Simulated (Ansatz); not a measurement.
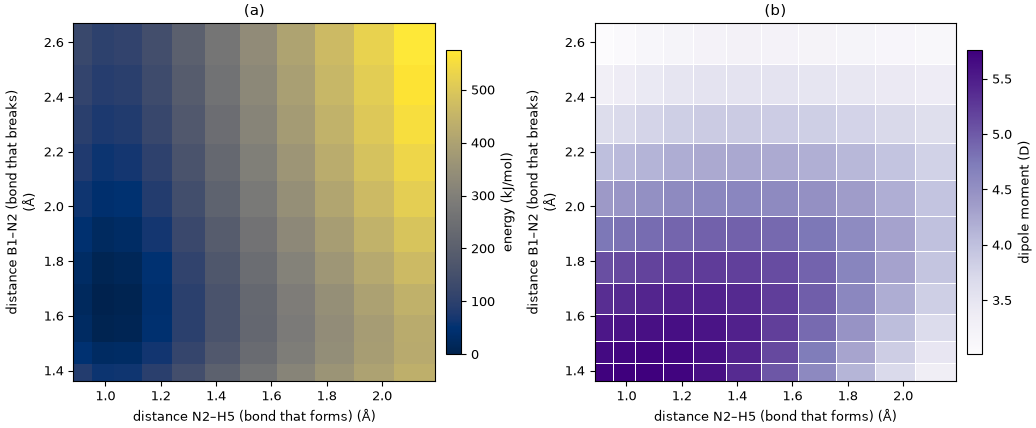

The reacting system BH6N (fragments BH₅N + H where the first distance is long, BH₃ + H₃N where the second is long). 
- The first coordinate is: distance N2–H5 (bond that forms); the second: distance B1–N2 (bond that breaks).
- Relaxed at each point: all other coordinates.
- The scan uses an 11 × 11 grid.
- Points are written as (first, second).
- Energies are in kJ/mol, from the lowest grid point.
- The reference is spin-restricted, so regions where a bond is pulled apart into radicals lie too high.
- These are results of RKS PBE0-D4/def2-TZVP (Ansatz 0.2.0), not measurements.

Panel (a) is the energy; panel (b) is the computed dipole moment, in D.

The picture shows one coloured cell a grid point.

How does the dipole moment vary over the map, and what is it at the lowest grid point?

Answer. Leaving out the highest fifth of the energies, it runs from 3.01 D at (0.918 Å, 2.595 Å) to 5.76 D at (1.078 Å, 1.395 Å). At the lowest grid point, (0.985 Å, 1.661 Å), it is 5.39 D.

```csv
"second ↓, first →",0.918,0.985,1.078,1.184,1.300,1.423,1.552,1.686,1.826,1.970,2.118
2.595,3.01,3.07,3.14,3.20,3.24,3.25,3.24,3.21,3.19,3.16,3.13
2.447,3.31,3.37,3.44,3.50,3.53,3.54,3.53,3.51,3.47,3.42,3.37
2.303,3.65,3.70,3.77,3.83,3.87,3.88,3.87,3.84,3.78,3.71,3.62
2.163,4.02,4.07,4.14,4.20,4.24,4.25,4.23,4.18,4.09,3.96,3.81
2.029,4.40,4.45,4.51,4.57,4.61,4.61,4.58,4.50,4.37,4.18,3.96
1.900,4.76,4.81,4.87,4.92,4.95,4.94,4.89,4.77,4.57,4.30,4.00
1.777,5.09,5.13,5.18,5.23,5.24,5.21,5.11,4.93,4.64,4.30,3.95
1.661,5.36,5.39,5.43,5.46,5.46,5.39,5.23,4.97,4.61,4.20,3.83
1.555,5.55,5.58,5.61,5.62,5.58,5.46,5.22,4.87,4.47,4.04,3.66
1.462,5.67,5.70,5.72,5.70,5.63,5.44,5.13,4.72,4.28,3.85,3.48
1.395,5.73,5.75,5.76,5.72,5.61,5.38,5.03,4.58,4.12,3.69,3.34
```
